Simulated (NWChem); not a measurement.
**CH6AlFOSi (SMILES [CH3][Al]([OH])[SiH2]F): levels of theory compared**

We compute a comparison of 4 runs (HF/STO-3G, HF/3-21G, B3LYP/6-31G*) of CH6AlFOSi. 

The calculation is run with NWChem 7.3.0.

**1. The system as given**

CH6AlFOSi: 11 atoms, total charge 0, spin state singlet. As SMILES, `[CH3][Al]([OH])[SiH2]F`. The coordinates come from a PBE0-D4/def2-TZVP relaxation. This is one conformer, not always the lowest.

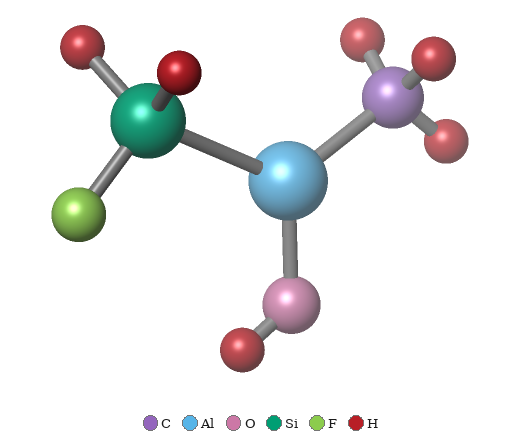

The structure, seen from a chosen angle (carbon purple, aluminium blue, oxygen pink, silicon teal, fluorine green, hydrogen red).

**2. Energy and forces at HF/STO-3G (run 1)**

The input, job.nw:

```
echo
start job
memory stack 880 mb heap 220 mb global 1100 mb
charge 0

geometry units angstrom noautosym nocenter noautoz
 C     -1.366500     0.129900     1.541200
 Al    -0.007100     0.532300     0.214000
 O      0.601000     2.117400     0.138600
 Si     0.930200    -1.088900    -1.400800
 F      2.031600    -0.334000    -2.314900
 H     -1.616200     1.011600     2.136400
 H     -1.033600    -0.657700     2.224800
 H     -2.286000    -0.233000     1.070700
 H      1.270800     2.384100    -0.489700
 H     -0.079700    -1.669000    -2.334400
 H      1.620600    -2.249700    -0.765300
end

basis spherical bse
 * library STO-3G
end

scf
 nopen 0
 rhf
 thresh 1e-08
 maxiter 80
 print low
end

task scf gradient
```

Started as:

```sh
$ nwchem job.nw > job.out
```

What it wrote:

```text
[...]
  functions       =    39
[...]
  wavefunction    = RHF
[...]
         Total SCF energy =   -737.465113405051
      One-electron energy =  -1563.214151775290
      Two-electron energy =    558.769500837135
 Nuclear repulsion energy =    266.979537533103
        Time for solution =      2.3s
[...]
                         RHF ENERGY GRADIENTS
    atom               coordinates                        gradient
                 x          y          z           x          y          z
   1 C      -2.582311   0.245475   2.912446   -0.010377  -0.002154   0.010569
   2 Al     -0.013417   1.005901   0.404401   -0.022651   0.009497   0.028041
   3 O       1.135725   4.001306   0.261916    0.041389   0.023272  -0.036320
   4 Si      1.757823  -2.057723  -2.647128    0.038149   0.009397  -0.037819
   5 F       3.839167  -0.631168  -4.374527   -0.012300  -0.005304   0.011365
   6 H      -3.054175   1.911647   4.037211   -0.000581   0.008547   0.003742
   7 H      -1.953221  -1.242873   4.204262    0.003184  -0.008178   0.005035
   8 H      -4.319914  -0.440306   2.023330   -0.007644  -0.004512  -0.004919
   9 H       2.401464   4.505296  -0.925399   -0.021722   0.004941   0.025390
  10 H      -0.150611  -3.153953  -4.411376   -0.021976  -0.011519  -0.019379
  11 H       3.062490  -4.251317  -1.446207    0.014530  -0.023988   0.014296
[...]
```

Run time: 4.2 s. Hardware: 1 thread of AMD EPYC 9R45 (Zen 5), shared host; peak memory 0.099 GiB.

**3. Energy and forces at HF/3-21G (run 2)**

The input, nw.xyz:

```xyz
11

C     -1.366500     0.129900     1.541200
Al    -0.007100     0.532300     0.214000
O      0.601000     2.117400     0.138600
Si     0.930200    -1.088900    -1.400800
F      2.031600    -0.334000    -2.314900
H     -1.616200     1.011600     2.136400
H     -1.033600    -0.657700     2.224800
H     -2.286000    -0.233000     1.070700
H      1.270800     2.384100    -0.489700
H     -0.079700    -1.669000    -2.334400
H      1.620600    -2.249700    -0.765300
```

The input, nw.nw:

```
start nw
memory 2200 mb
geometry noautosym nocenter noautoz
load format xyz nw.xyz
end
basis spherical bse
* library 3-21G
end
scf
thresh 1e-08
maxiter 80
noprint "final vectors analysis"
end
task scf gradient
```

Started as:

```sh
$ nwchem nw.nw > nw.out
```

What it wrote:

```text
[...]
  functions       =    65
[...]
  wavefunction    = RHF
[...]
         Total SCF energy =   -742.592503120910
      One-electron energy =  -1563.652180225597
      Two-electron energy =    554.080139571583
 Nuclear repulsion energy =    266.979537533104
        Time for solution =      2.6s
[...]
                         RHF ENERGY GRADIENTS
    atom               coordinates                        gradient
                 x          y          z           x          y          z
   1 C      -2.582311   0.245475   2.912446    0.009525   0.005994  -0.008055
   2 Al     -0.013417   1.005901   0.404401   -0.002839   0.001260   0.003516
   3 O       1.135725   4.001306   0.261916   -0.001351   0.006181   0.003752
   4 Si      1.757823  -2.057723  -2.647128    0.016553   0.017730  -0.011361
   5 F       3.839167  -0.631168  -4.374527   -0.018761  -0.016130   0.014361
   6 H      -3.054175   1.911647   4.037211   -0.001627   0.003429   0.003002
   7 H      -1.953221  -1.242873   4.204262    0.001831  -0.003222   0.001282
   8 H      -4.319914  -0.440306   2.023330   -0.002374  -0.001798  -0.002578
   9 H       2.401464   4.505296  -0.925399   -0.004668  -0.012720   0.000374
  10 H      -0.150611  -3.153953  -4.411376    0.001100  -0.000102  -0.002839
  11 H       3.062490  -4.251317  -1.446207    0.002612  -0.000622  -0.001456
[...]
```

Wall time 4.8 s (1 thread of AMD EPYC 9R45 (Zen 5), shared host); peak memory 0.1 GiB.

Run 3 isn't shown in full; the table further down has it.

**4. Energy and forces at B3LYP/6-31G(d) (Cartesian functions) (run 4)**

The input, run.py:

```python
from ase import Atoms
from ase.calculators.nwchem import NWChem

system = Atoms('CAlOSiFHHHHHH', positions=[
    [-1.366500, 0.129900, 1.541200],
    [-0.007100, 0.532300, 0.214000],
    [0.601000, 2.117400, 0.138600],
    [0.930200, -1.088900, -1.400800],
    [2.031600, -0.334000, -2.314900],
    [-1.616200, 1.011600, 2.136400],
    [-1.033600, -0.657700, 2.224800],
    [-2.286000, -0.233000, 1.070700],
    [1.270800, 2.384100, -0.489700],
    [-0.079700, -1.669000, -2.334400],
    [1.620600, -2.249700, -0.765300],
])

calc = NWChem(
    label='calc',
    theory='dft',
    memory='2200 mb',
    basis='6-31G*',
    dft={'xc': 'b3lyp', 'mult': '1', 'grid': 'fine', 'convergence': 'energy 1e-08', 'iterations': '100', 'mulliken': None},
)
system.calc = calc

forces = system.get_forces()
print("Total energy (eV):", round(system.get_potential_energy(), 6))
print("forces (eV/A):")
for s, f in zip(system.symbols, forces):
    print(f"{s:2s} {f[0]:10.5f} {f[1]:10.5f} {f[2]:10.5f}")
print("dipole (e A):", system.get_dipole_moment().round(4))
```

Started as:

```sh
$ export ASE_NWCHEM_COMMAND="nwchem PREFIX.nwi > PREFIX.nwo"
$ python run.py
```

What it wrote:

```text
Total energy (eV): -20376.306532
forces (eV/A):
C    -0.05266   -0.03101    0.04222
Al    0.00776   -0.43626   -0.16789
O    -0.17067    0.38860    0.32818
Si   -0.23160   -0.17792    0.18430
F     0.34849    0.27315   -0.27655
H    -0.03348    0.07909    0.06644
H     0.02134   -0.06669    0.08927
H    -0.10588   -0.02335   -0.02869
H     0.32293    0.13591   -0.30030
H    -0.07945   -0.06181    0.00699
H    -0.02679   -0.07970    0.05610
dipole (e A): [-0.1582 -0.0935  0.1368]
```

The calculator wrote calc.nwi:

```
title "calc"

permanent_dir calc

scratch_dir calc

start calc

geometry units angstrom nocenter noautosym noautoz
  C  -1.3665000000000000e+00 1.2989999999999999e-01 1.5411999999999999e+00
  Al -7.1000000000000004e-03 5.3230000000000000e-01 2.1400000000000000e-01
  O  6.0099999999999998e-01 2.1173999999999999e+00 1.3860000000000000e-01
  Si 9.3020000000000003e-01 -1.0889000000000000e+00 -1.4008000000000000e+00
  F  2.0316000000000001e+00 -3.3400000000000002e-01 -2.3149000000000002e+00
  H  -1.6162000000000001e+00 1.0116000000000001e+00 2.1364000000000001e+00
  H  -1.0336000000000001e+00 -6.5769999999999995e-01 2.2248000000000001e+00
  H  -2.2860000000000000e+00 -2.3300000000000001e-01 1.0707000000000000e+00
  H  1.2707999999999999e+00 2.3841000000000001e+00 -4.8970000000000002e-01
  H  -7.9699999999999993e-02 -1.6690000000000000e+00 -2.3344000000000000e+00
  H  1.6206000000000000e+00 -2.2496999999999998e+00 -7.6529999999999998e-01
end

memory 2200 mb

basis noprint
   * library 6-31G*
end

dft
  xc b3lyp
  mult 1
  grid fine
  convergence energy 1e-08
  iterations 100
  mulliken
end

task dft gradient
```

calc.nwo:

```text
Northwest Computational Chemistry Package (NWChem) 7.3.0
             --------------------------------------------------------

           Job information
           ---------------

    nwchem branch   = 7.3.0
    use scalapack   = T
    input           = calc.nwi
    prefix          = calc.
    data base       = calc/calc.db
    status          = startup
    nproc           =        1

           Memory information
           ------------------

[... 5 lines left out ...]
    hardfail = no
[... 114 lines left out ...]
  convergence criterion.
[... 45 lines left out ...]
          Spatial weights used:  Erf1
[... 32 lines left out ...]
 1-e energy   =   -1564.088175
[... 43 lines left out ...]
           Coulomb energy =      619.698814777018
[... 734 lines left out ...]
          Convergence on density requested:  1.00D-05
[... 31 lines left out ...]
          total energy or number of iterations.
[... 36 lines left out ...]
                 ----------------------------------------
                 |  Time  |  1-e(secs)   |  2-e(secs)   |
                 ----------------------------------------
                 |  CPU   |       0.01   |       7.85   |
                 ----------------------------------------
                 |  WALL  |       0.01   |       7.85   |
                 ----------------------------------------

 Task  times  cpu:       27.9s     wall:       27.9s
 Total times  cpu:       28.0s     wall:       28.0s
```

Wall time 29 s (1 thread of AMD EPYC 9R45 (Zen 5), shared host); peak memory 0.13 GiB.

**5. Overview of the runs**

```csv
run,level,iteration cap,module,energy (Eh),largest force (eV/Å),wall time
1,HF/STO-3G,80,scf,-737.465113,3.074,4.2 s
2,HF/3-21G,80,scf,-742.592503,1.471,4.8 s
3,B3LYP/6-31G* (spherical functions),100,dft,-748.808755,0.565,29 s
4,B3LYP/6-31G* (Cartesian functions),100,dft,-748.815460,0.537,29 s
```

**6. Results**

| quantity | value |
| --- | --- |
| run 4: total energy | -748.81546 Eh |
| run 4: dipole moment | 1.10 D |
| run 4: HOMO energy | -6.93 eV |
| run 4: LUMO energy | -1.08 eV |
| run 4: HOMO–LUMO gap | 5.85 eV |
| run 4: largest force on an atom | 0.537 eV/Å |

**Reading.** Over runs 2, 3, 4 the dipole moment (its size) runs from 1.10 D (B3LYP/6-31G*) to 1.54 D (HF/3-21G). The two ends differ in method and basis. In run 1 the basis is minimal, so the values are rough. All runs together took 68 s, the longest 29 s.
